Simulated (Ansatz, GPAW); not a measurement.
# How Ni2TeSe (model structure) absorbs and reflects light

Aim: the dielectric function of Ni2TeSe (model structure), and the optical constants that follow from it. The structure is a model built here, which may or may not match a known phase. It was built so: 1 of the 2 Se atoms of the cell replaced by Te in the P6_3/mmc structure of NiSe. The cell is first relaxed with Ansatz.

Main program and level: GPAW 26.7.0; DFT, RPBE, plane-wave PAW (GPAW data sets), scalar-relativistic, RPA, optical limit.

**1. Starting point**

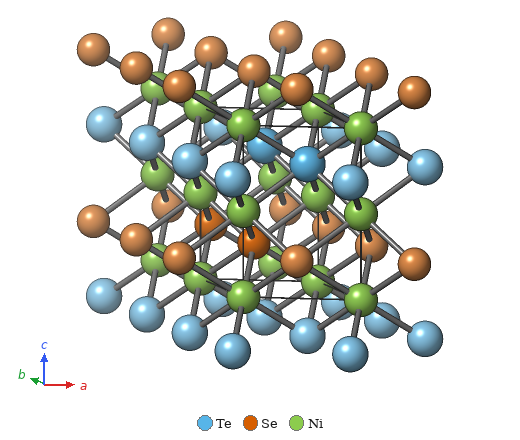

The cell as given, slightly off an axis (tellurium blue, selenium orange, nickel green). 1×2×1 cells are drawn. Some periodic images of atoms are drawn too.

**2. Relaxation**

The structure was built or cut out here, so it is relaxed before any spectrum is computed.

This step: DFT, RPBE, plane-wave PAW, default files, scalar-relativistic, relaxation (Ansatz 0.2.0).

input.yaml

```yaml
crystal:
  lattice:
    - [3.7828431571, 0.0, 0.0]
    - [-1.8914215785, 3.2760382725, 0.0]
    - [0.0, 0.0, 5.53400828]
  atoms:
    - { symbol: Te, position: [0.6666666667, 0.3333333333, 0.75] }
    - { symbol: Se, position: [0.3333333333, 0.6666666667, 0.25] }
    - { symbol: Ni, position: [0.0, 0.0, 0.5], spin: 1.0 }
    - { symbol: Ni, position: [0.0, 0.0, 0.0], spin: 1.0 }
magnetization:
  spin_polarized: true
kpoints:
  mp_grid: { grid: [7, 7, 4] }
scf:
  occupations: { method: fermi_dirac, width: 0.05 }
hamiltonian:
  xc: rpbe
output:
  forces: true
  stress: true
relax:
  f_tol: 0.02
  max_steps: 50
  cell: {}
```

Started as:

```
$ ansatz run input.yaml --threads 1 --pin off --max-ram 4096MiB --backend cpu --events-out ev --progress --plain --runs-dir out
```

Numbers of over 12 decimals in the logs are rounded to 6 here.

What it wrote:

```text
Engine: ansatz 0.2.0, x86_64-unknown-linux-gnu
Pseudopotentials: kind: paw
Pseudopotential: Te, paw, valence charge 16, recommended cutoff 420 eV (normal), Te.paw.azcp
Pseudopotential: Se, paw, valence charge 16, recommended cutoff 420 eV (normal), Se.paw.azcp
Pseudopotential: Ni, paw, valence charge 18, recommended cutoff 420 eV (normal), Ni.paw.azcp
Functional definition: RPBE
  parameter kappa = 0.804
  parameter beta = 0.066725
  exchange = rpbe_x(kappa = kappa, mu = beta*pi^2/3)
  correlation = pbe_c(beta = beta)
Crystal: 4 atoms, lattice volume = 68.582 Å³
Basis set: ecut = 420 eV, 1351 PW (Γ), exchange–correlation on 54×54×80 points (8 copies of the dense FFT grid, shifted against one another)
Bands: 42, of which v1, the nominal top of the filled ones, is band 34 counted from 1 (33 counted from 0)
Symmetry: 12 space group operations
Space group: P-6m2 (ITA 187), of the structure as read, at distance tolerance 4.1e-5 Å
Magnetic group: BNS 187.209 (UNI 1439), of the structure as read, at distance tolerance 4.1e-5 Å
k-points: 24 of 196 (time reversal used)
Non-local potential: Te, projectors of the file, l = 0: 2, l = 1: 2, l = 2: 2, l = 3: 2
Non-local potential: Se, projectors of the file, l = 0: 2, l = 1: 2, l = 2: 3, l = 3: 1
Non-local potential: Ni, projectors of the file, l = 0: 3, l = 1: 2, l = 2: 3, l = 3: 1
PAW form: soft (Blöchl's): semilocal exchange-correlation on the pseudo side does not see the compensation charge
PAW frozen core: Te, regenerated for the run's functional, and the local potential with it (the file was generated under x = pbe(κ = 0.804, μ = 0.219515), c = pbe(β = 0.066725))
PAW frozen core: Se, regenerated for the run's functional, and the local potential with it (the file was generated under x = pbe(κ = 0.804, μ = 0.219515), c = pbe(β = 0.066725))
PAW frozen core: Ni, regenerated for the run's functional, and the local potential with it (the file was generated under x = pbe(κ = 0.804, μ = 0.219515), c = pbe(β = 0.066725))
PAW one-centre angular grid: Te, 590 points (default); XC on 64 Gauss nodes
PAW one-centre angular grid: Se, 590 points (default); XC on 64 Gauss nodes
PAW one-centre angular grid: Ni, 590 points (default); XC on 64 Gauss nodes
Initial density: superposition of atomic densities (chi_scale 0.1, normalization cell, long waves kept (reshape's long-wave potential 0.05 eV rms))
Starting moments: Σ|m| = 2 μB on 2 of 4 sites
Initial wavefunctions: pseudopotential atomic-orbital guess
Functional: x = rpbe, c = pbe(β = 0.066725)
SCF iter   1: F=—  HF=-24149.950314 eV  |F-HF|=—  |Δ(HF+E_count)|=         —  Δρ=9.88e-2 (↑4.59e-2 ↓9.88e-2)  dr2=1.36e1  dr2_m=5.13e-1  M=1.184 μB ∫|m|=1.216 μB  β_m=0.30  ethr=3.10e-3  ⟨swp⟩=6.0  Hψ=7136  notcnv=0  defer=12
Mixer restart at iter 1: flushing history
preconditioner: auto → Kerker (q_TF=auto, 2.724 Å⁻¹)  [metal: Δε(μ)=0.023 eV  Ē_g=8.681 eV  σ=0.050 eV  W_gap=0.11  n_scr=22 (ndim 8)  ℏωp=25.4 eV  f_vac=0.000  D(μ)=3.25/eV (n_scr^D=22)]
spin=Collinear: Kerker preconditioning applied to the charge; magnetization (m = ρ↑ − ρ↓) channel mixes plain (no charge-response kernel on spin).
SCF iter   2: F=—  HF=-24152.454118 eV  |F-HF|=—  |Δ(HF+E_count)|=    2.50e0  Δρ=4.44e-2 (↑1.75e-2 ↓4.44e-2)  dr2=3.25e0  dr2_m=3.26e-1  M=1.112 μB ∫|m|=1.165 μB  β_m=0.38  ethr=3.10e-3  ⟨swp⟩=3.0  Hψ=4460  notcnv=0  defer=85
SCF iter   3: F=—  HF=-24153.464723 eV  |F-HF|=—  |Δ(HF+E_count)|=    1.01e0  Δρ=4.26e-2 (↑1.12e-2 ↓4.26e-2)  dr2=2.33e0  dr2_m=2.79e-1  M=0.910 μB ∫|m|=0.945 μB  β_m=0.19  ethr=3.10e-3  ⟨swp⟩=2.0  Hψ=2677  notcnv=0  defer=84
SCF iter   4: F=—  HF=-24153.962583 eV  |F-HF|=—  |Δ(HF+E_count)|=   4.98e-1  Δρ=2.31e-2 (↑2.31e-2 ↓1.64e-2)  dr2=4.49e-1  dr2_m=1.80e-1  M=0.729 μB ∫|m|=0.773 μB  β_m=0.76  ethr=3.10e-3  ⟨swp⟩=2.5  Hψ=2789  notcnv=0  defer=84
SCF iter   5: F=—  HF=-24153.919842 eV  |F-HF|=—  |Δ(HF+E_count)|=   4.27e-2  Δρ=9.52e-3 (↑9.52e-3 ↓2.80e-3)  dr2=7.84e-2  dr2_m=1.19e-2  M=0.183 μB ∫|m|=0.206 μB  β_m=0.79  ethr=6.61e-4  ⟨swp⟩=3.1  Hψ=3672  notcnv=0  defer=83
SCF iter   6: F=—  HF=-24153.919301 eV  |F-HF|=—  |Δ(HF+E_count)|=         —  Δρ=4.99e-3 (↑4.32e-3 ↓4.99e-3)  dr2=5.29e-3  dr2_m=1.25e-2  M=0.049 μB ∫|m|=0.063 μB  β_m=0.79  ethr=1.15e-4  ⟨swp⟩=2.0  Hψ=3669  notcnv=0  defer=83
Mixer restart at iter 6: flushing history
SCF iter   7: F=—  HF=-24153.922593 eV  |F-HF|=—  |Δ(HF+E_count)|=   3.29e-3  Δρ=4.63e-3 (↑8.81e-4 ↓4.63e-3)  dr2=1.09e-2  dr2_m=2.71e-3  M=0.025 μB ∫|m|=0.033 μB  β_m=0.90  ethr=7.78e-6  ⟨swp⟩=2.1  Hψ=3662  notcnv=0  defer=80
SCF iter   8: F=—  HF=-24153.928063 eV  |F-HF|=—  |Δ(HF+E_count)|=   5.47e-3  Δρ=4.26e-3 (↑4.26e-3 ↓2.54e-3)  dr2=1.70e-2  dr2_m=5.12e-4  M=0.012 μB ∫|m|=0.016 μB  β_m=0.72  ethr=7.78e-6  ⟨swp⟩=2.0  Hψ=3962  notcnv=0  defer=80
SCF iter   9: F=—  HF=-24153.922814 eV  |F-HF|=—  |Δ(HF+E_count)|=   5.25e-3  Δρ=1.41e-3 (↑7.45e-4 ↓1.41e-3)  dr2=2.67e-3  dr2_m=7.56e-5  M=0.005 μB ∫|m|=0.007 μB  β_m=0.61  ethr=7.78e-6  ⟨swp⟩=2.0  Hψ=3958  notcnv=0  defer=80
SCF iter  10: F=—  HF=-24153.922277 eV  |F-HF|=—  |Δ(HF+E_count)|=   5.37e-4  Δρ=2.32e-4 (↑2.32e-4 ↓1.81e-4)  dr2=1.16e-4  dr2_m=8.70e-6  M=0.002 μB ∫|m|=0.003 μB  β_m=0.81  ethr=3.93e-6  ⟨swp⟩=2.0  Hψ=2624  notcnv=0  defer=80
SCF iter  11: F=—  HF=-24153.922403 eV  |F-HF|=—  |Δ(HF+E_count)|=   1.26e-4  Δρ=3.84e-4 (↑3.84e-4 ↓3.03e-4)  dr2=2.19e-4  dr2_m=1.16e-6  M=0.001 μB ∫|m|=0.001 μB  β_m=0.81  ethr=1.71e-7  ⟨swp⟩=2.0  Hψ=2749  notcnv=0  defer=80
SCF iter  12: F=—  HF=-24153.922398 eV  |F-HF|=—  |Δ(HF+E_count)|=   4.88e-6  Δρ=3.85e-5 (↑3.62e-5 ↓3.85e-5)  dr2=9.74e-6  dr2_m=1.78e-8  M=0.000 μB ∫|m|=0.000 μB  β_m=0.90  ethr=1.71e-7  ⟨swp⟩=2.0  Hψ=2680  notcnv=0  defer=80
SCF iter  13: F=—  HF=-24153.922403 eV  |F-HF|=—  |Δ(HF+E_count)|=   5.11e-6  Δρ=2.20e-5 (↑1.48e-5 ↓2.20e-5)  dr2=6.73e-7  dr2_m=1.58e-7  M=-0.000 μB ∫|m|=0.000 μB  β_m=0.94  ethr=1.43e-8  ⟨swp⟩=2.0  Hψ=2773  notcnv=0  defer=80
SCF iter  14: F=—  HF=-24153.922404 eV  |F-HF|=—  |Δ(HF+E_count)|=   3.00e-7  Δρ=1.09e-5 (↑5.99e-6 ↓1.09e-5)  dr2=1.85e-7  dr2_m=4.33e-9  M=-0.000 μB ∫|m|=0.000 μB  β_m=0.92  ethr=9.90e-10  ⟨swp⟩=2.0  Hψ=2874  notcnv=0  defer=80
SCF iter  15: F=—  HF=-24153.922404 eV  |F-HF|=—  |Δ(HF+E_count)|=   1.86e-9  Δρ=3.61e-6 (↑3.54e-6 ↓3.61e-6)  dr2=3.89e-8  dr2_m=1.23e-11  M=0.000 μB ∫|m|=0.000 μB  β_m=0.96  ethr=2.72e-10  ⟨swp⟩=2.0  Hψ=2556  notcnv=0  defer=80
[...]
SCF 3 converged in 10 iterations: F = -24154.021006 eV  dr2 = 1.54e-7
relax step   3: F+E_penalty+E_count = -24154.02100637 eV  Δ(F+E_penalty+E_count) = -4.506e-3 eV  max|allowed force component| = 1.286e-2 eV/Å  Δτ_max = 0.0100 Å  P = +0.041 GPa  Ω = 70.336 Å³  energy of the carried Pulay correction = -5.388e-4 eV  (10 SCF iters, dr2 threshold 4.00e-7 eV, accepted)
[...]
relax step   4: F+E_penalty+E_count = -24154.02116008 eV  Δ(F+E_penalty+E_count) = -1.537e-4 eV  max|allowed force component| = 6.368e-3 eV/Å  Δτ_max = 0.0014 Å  P = -0.017 GPa  Ω = 70.386 Å³  energy of the carried Pulay correction = -5.539e-4 eV  (9 SCF iters, dr2 threshold 1.14e-7 eV, accepted)
Basis set: ecut = 420 eV, 1397 PW (Γ), exchange–correlation on 54×54×72 points (8 copies of the dense FFT grid, shifted against one another)
Initial wavefunctions: pseudopotential atomic-orbital guess (no wavefunctions were taken with the density)
iter 1 solved again at ethr=8.73e-8 eV; its pass at ethr=3.10e-3 eV (dr2=5.93e-5 eV) is discarded
SCF iter   1: F=—  HF=-24154.015426 eV  |F-HF|=—  |Δ(HF+E_count)|=         —  Δρ=4.28e-4 (↑4.28e-4 ↓4.28e-4)  dr2=1.36e-5  dr2_m=2.79e-11  M=-0.000 μB ∫|m|=0.000 μB  β_m=0.65  ethr=8.73e-8  ⟨swp⟩=3.8  Hψ=13778  notcnv=0
preconditioner: auto → none  [metal: Δε(μ)=0.034 eV  Ē_g=8.673 eV  σ=0.050 eV  W_gap=0.17  n_scr=8 (ndim 8)  ℏωp=25.0 eV  f_vac=0.020  D(μ)=3.27/eV (n_scr^D=22)]
SCF iter   2: F=—  HF=-24154.020665 eV  |F-HF|=—  |Δ(HF+E_count)|=   5.24e-3  Δρ=1.50e-4 (↑1.50e-4 ↓1.50e-4)  dr2=2.66e-6  dr2_m=1.45e-11  M=-0.000 μB ∫|m|=0.000 μB  β_m=0.55  ethr=2.00e-8  ⟨swp⟩=2.0  Hψ=2782  notcnv=0
SCF iter   3: F=—  HF=-24154.021230 eV  |F-HF|=—  |Δ(HF+E_count)|=   5.64e-4  Δρ=7.27e-5 (↑7.26e-5 ↓7.27e-5)  dr2=1.63e-6  dr2_m=6.94e-12  M=-0.000 μB ∫|m|=0.000 μB  β_m=0.53  ethr=3.91e-9  ⟨swp⟩=2.0  Hψ=2806  notcnv=0
SCF iter   4: F=—  HF=-24154.021363 eV  |F-HF|=—  |Δ(HF+E_count)|=   1.34e-4  Δρ=2.73e-5 (↑2.73e-5 ↓2.73e-5)  dr2=6.59e-7  dr2_m=3.06e-12  M=-0.000 μB ∫|m|=0.000 μB  β_m=0.48  ethr=2.40e-9  ⟨swp⟩=2.0  Hψ=3552  notcnv=0
SCF iter   5: F=—  HF=-24154.021373 eV  |F-HF|=—  |Δ(HF+E_count)|=   9.74e-6  Δρ=1.15e-5 (↑1.15e-5 ↓1.14e-5)  dr2=1.30e-7  dr2_m=1.98e-12  M=-0.000 μB ∫|m|=0.000 μB  β_m=0.52  ethr=9.69e-10  ⟨swp⟩=2.0  Hψ=2556  notcnv=0
SCF iter   6: F=—  HF=-24154.021376 eV  |F-HF|=—  |Δ(HF+E_count)|=   2.40e-6  Δρ=3.78e-6 (↑3.78e-6 ↓3.73e-6)  dr2=2.51e-8  dr2_m=9.59e-13  M=-0.000 μB ∫|m|=0.000 μB  β_m=0.43  ethr=1.91e-10  ⟨swp⟩=2.0  Hψ=2672  notcnv=0
SCF iter   7: F=—  HF=-24154.021376 eV  |F-HF|=—  |Δ(HF+E_count)|=   1.56e-7  Δρ=1.10e-6 (↑1.10e-6 ↓1.05e-6)  dr2=2.05e-9  dr2_m=5.54e-13  M=-0.000 μB ∫|m|=0.000 μB  β_m=0.58  ethr=3.69e-11  ⟨swp⟩=2.0  Hψ=2680  notcnv=0
SCF iter   8: F=—  HF=-24154.021355 eV  |F-HF|=—  |Δ(HF+E_count)|=   2.07e-5  Δρ=9.34e-7 (↑9.34e-7 ↓9.21e-7)  dr2=1.75e-9  dr2_m=1.10e-13  M=-0.000 μB ∫|m|=0.000 μB  β_m=0.79  ethr=3.02e-12  ⟨swp⟩=3.0  Hψ=4076  notcnv=0
SCF iter   9: F=—  HF=-24154.021355 eV  |F-HF|=—  |Δ(HF+E_count)|=   6.42e-9  Δρ=7.59e-7 (↑7.59e-7 ↓7.50e-7)  dr2=1.15e-9  dr2_m=3.40e-14  M=-0.000 μB ∫|m|=0.000 μB  β_m=0.90  ethr=2.58e-12  ⟨swp⟩=2.0  Hψ=2676  notcnv=0
SCF iter  10: F=—  HF=-24154.021355 eV  |F-HF|=—  |Δ(HF+E_count)|=   7.85e-9  Δρ=1.47e-7 (↑1.47e-7 ↓1.47e-7)  dr2=4.45e-11  dr2_m=2.72e-15  M=-0.000 μB ∫|m|=0.000 μB  β_m=0.84  ethr=1.68e-12  ⟨swp⟩=2.2  Hψ=2808  notcnv=0
SCF iter  11: F=-24154.021355 eV  HF=-24154.021355 eV  |F-HF|=6.91e-11  |Δ(HF+E_count)|=  3.09e-10  Δρ=7.35e-8 (↑7.30e-8 ↓7.35e-8)  dr2=1.09e-11  dr2_m=1.76e-16  M=-0.000 μB ∫|m|=0.000 μB  ethr=1.00e-12  ⟨swp⟩=3.1  Hψ=7586  notcnv=0
the starting moments were not kept: the SCF closed with an absolute magnetisation of 3.0e-8 μB, where they sum to 2 μB in size (2 sites). That is at most 0.1 of that sum. Measured as dr2_m measures the in/out step, that magnetisation stands 8.7e-16 eV from none, at or under the dr2_threshold of 4.0e-11 eV: it is no larger than a step whose dr2_m would equal this threshold.
SCF 5 converged in 11 iterations: F = -24154.021355 eV  dr2 = 1.09e-11
  greatest PAW one-centre occupation: 1.001 electrons in one spin orbital (limit 2), on the Ni atom at site 2 (counted from 0), in its partial waves of l = 1
relax step   5: F+E_penalty+E_count = -24154.02135494 eV  Δ(F+E_penalty+E_count) = -1.949e-4 eV  max|allowed force component| = 6.510e-3 eV/Å  Δτ_max = 0.0000 Å  P = -0.021 GPa  Ω = 70.386 Å³  stress off target by 3.69e-2 GPa  SCF on the basis re-selected at this cell (its energy is not comparable with the rows above)  (11 SCF iters)
basis re-selected at this cell: Δ(F+E_penalty+E_count) = -1.949e-4 eV, ΔP = -0.004 GPa vs the last step (what re-selecting the basis moved, of the pressure what is left beyond the Pulay correction that the steps carried, after the strain that the cell walked since its last selection, with what the two solves' SCF thresholds leave and, on support functions, any second-order correction that the steps lacked; it is no measure of the basis error at this ecutwfc). The dense FFT grid was sized anew with the basis: this SCF ran on 27×27×36 points, the steps before it on 27×27×40, so part of this shift can come from that change (see relax.cell in the input reference). [rest of the remark cut]
SCF converged after 11 iterations
Magnetization: -0.0000 μB (34.0000 up, 34.0000 down)
Absolute magnetization: 0.0000 μB (∫|ρ↑−ρ↓|, with the PAW one-centre terms)
Spin contamination: 0.0000 ħ² per cell (⟨S²⟩ above its minimum at these occupations)
Per-site moments (μB) at R_I (Å): [(-9.691812583334405e-10, 1.088802), (-1.8016599460999182e-9, 1.072598), (-1.267760650453911e-8, 1.064381), (-1.267760567974042e-8, 1.064381)]
Free energy (F): -24154.021355 eV
Harris-Foulkes:  -24154.021355 eV  (|F-HF|=6.91e-11)
Internal energy: -24153.994431 eV  (E = F + TS)
E sigma→0 (E₀):  -24154.007893 eV
Entropy (-TS):   -0.026924 eV (-6.731 meV/atom)
Fermi energy:    13.718243 eV
--- Per-component energies (eV) ---
  E_band       = -1221.630885
  E_kinetic    = 864.855715
  E_local      = -11479.516798  (includes V_loc(G=0)·N_el)
  E_nonlocal   = 379.408821
  E_hartree    = 5333.820461
  E_xc         = -396.376108
  E_vxc        = -418.107583  (∫ρ·V_xc dr)
  E_paw        = -9873.029453  (= ΣΔE_a)
  E_vpaw       = -1235.912581  (= ΣTr[D̂ρ^β])
  E_aug_tail   = 0.000374  (compensation charges beyond the density's cutoff)
  E_ewald      = -8982.755169
  E_core_change = -0.402274  (= ΣΔE_core)
  E_smearing   = -0.026924  (= −TS)
  E_closure    = 0.000000  (closes the sum)
  Σ components = -24154.021355   (vs F -24154.021355, Δ=0.00e0)
--- Forces (eV/Å), atoms counted from 1 ---
  atom   1  Te    -0.00000000     0.00000000     0.00000000
  atom   2  Se    -0.00000000    -0.00000000    -0.00000000
  atom   3  Ni    -0.00000000    -0.00000000    -0.00651006
  atom   4  Ni    -0.00000000    -0.00000000     0.00651006
  max |Σ_I F_I| component: 2.43e-17 eV/Å
--- Stress (GPa, compression-positive) ---
       -0.036893      -0.000000       0.000000
        0.000000      -0.036893      -0.000000
       -0.000000      -0.000000       0.010359
  P = ⅓ Tr σ = -0.0211 GPa (-0.211 kbar)
--- Relaxed structure (4 steps of the walk, 4 accepted, 1 SCFs on fresh bases) ---
  F+E_penalty+E_count = -24154.02135494 eV   max|allowed force component| = 6.510e-3 eV/Å   (the final SCF, on the basis selected at the relaxed cell)
  cell:  # Å, volume = 70.3864 Å³
    - [3.910266, -2.983987883281797e-11, 0]
    - [-1.955133, 3.386389, 3.5137997473588504e-19]
    - [0, 5.935643993860115e-19, 5.315521]
  atoms:
    - { symbol: Te, position: [0.666667, 0.333333, 0.750000] }
    - { symbol: Se, position: [0.333333, 0.666667, 0.25] }
    - { symbol: Ni, position: [1.1384761489166815e-19, 2.2769522978634633e-19, 0.492715] }
    - { symbol: Ni, position: [-1.1384761489166831e-19, -2.276952297863454e-19, 0.00728457] }
```

Run time: 74 s. Hardware: 1 thread of Intel Xeon 6975P-C (Granite Rapids), shared host; peak memory 0.46 GiB.

Relaxation path:

```tsv
step	energy less that of the first step (eV)	largest force component (eV/Å)	pressure (GPa)	volume (Å³)
1	0.0000	0.4211	3.42	68.58
2	-0.0941	0.1137	-0.57	70.87
3	-0.0986	0.0129	0.04	70.34
4	-0.0988	0.0064	-0.02	70.39
5*	-0.0990	0.0065	-0.02	70.39
```

Relaxation steps marked * repeat the geometry before them on a plane-wave basis chosen anew for their cell, so energy and pressure can jump there.

Forces are held to the 12 operations that the run works with; a distortion that breaks them can't arise in this run.

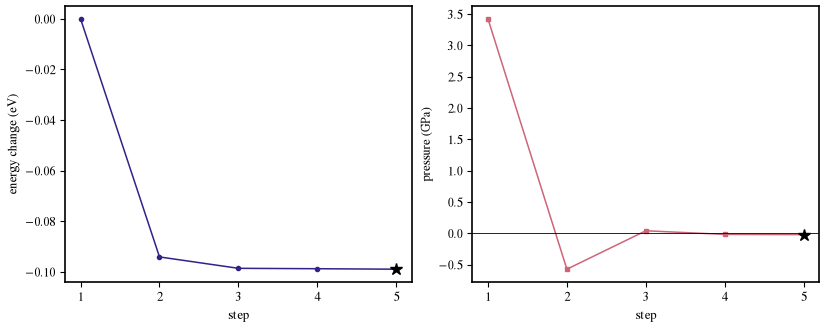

Energy and pressure along the relaxation. Stars mark steps on a basis chosen anew.

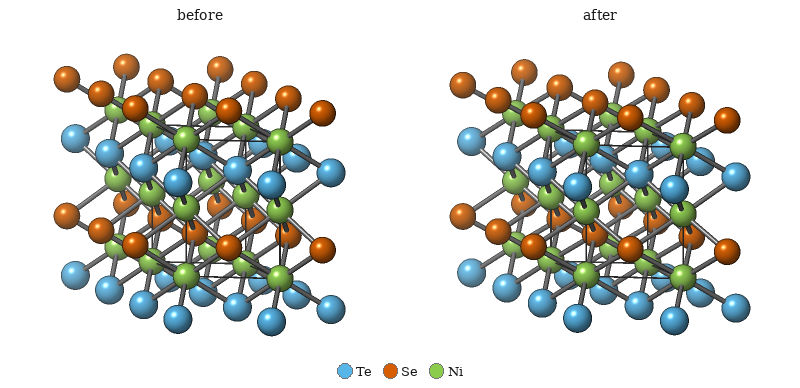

Before and after, at one scale.

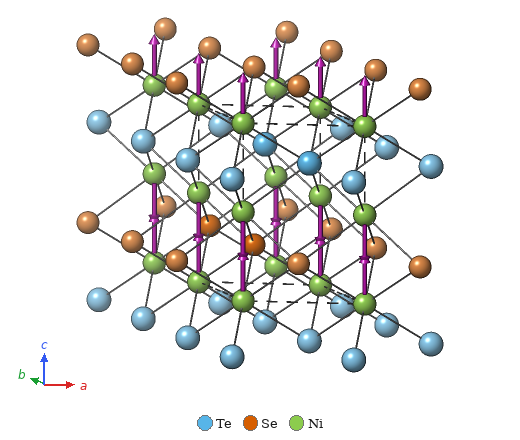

Displacements in the relaxation, exaggerated, measured against the changing cell; the longest in the cell stands for 0.04 Å. 1×2×1 cells are drawn. Some periodic images of atoms are drawn too.

```tsv
conventional cell, symmetrised	before	after	change
a (Å)	3.783	3.910	+3.4 %
b (Å)	3.783	3.910	+3.4 %
c (Å)	5.534	5.316	-3.9 %
volume (Å³/atom)	17.15	17.60	+2.6 %
```

The atoms that moved most (Å, as changes of fractional coordinates times the final cell):

```tsv
atom	dx	dy	dz	length
Ni3	0.000	0.000	-0.039	0.039
Ni4	0.000	0.000	0.039	0.039
```

Final coordinates:

```cif
data_structure
_symmetry_space_group_name_H-M 'P 1'
_symmetry_Int_Tables_number 1
_cell_length_a 3.9103
_cell_length_b 3.9103
_cell_length_c 5.3155
_cell_angle_alpha 90.000
_cell_angle_beta 90.000
_cell_angle_gamma 120.000
_cell_volume 70.39
loop_
_atom_site_label
_atom_site_type_symbol
_atom_site_fract_x
_atom_site_fract_y
_atom_site_fract_z
_atom_site_occupancy
Te1 Te 0.66667 0.33333 0.75000 1
Se2 Se 0.33333 0.66667 0.25000 1
Ni3 Ni 0.00000 0.00000 0.49272 1
Ni4 Ni 0.00000 0.00000 0.00728 1
```

The relaxation ends with a largest force component of 0.0065 eV/Å and a pressure of -0.02 GPa. The starting moments have collapsed: the run ends non-magnetic.

[end of part 1 of 3]

[Machine, clock and banner lines and Python warnings are left out of the logs.]

[Logs are printed without paths, hosts, clocks, repeated set-up lines and the standing remarks that a program may print on its own settings, such as how far it seeks lower states.]

[Hosts, paths, dates, database ids (printed as entryN), source tags and the programs' standing remarks are cut or masked in the printed files.]
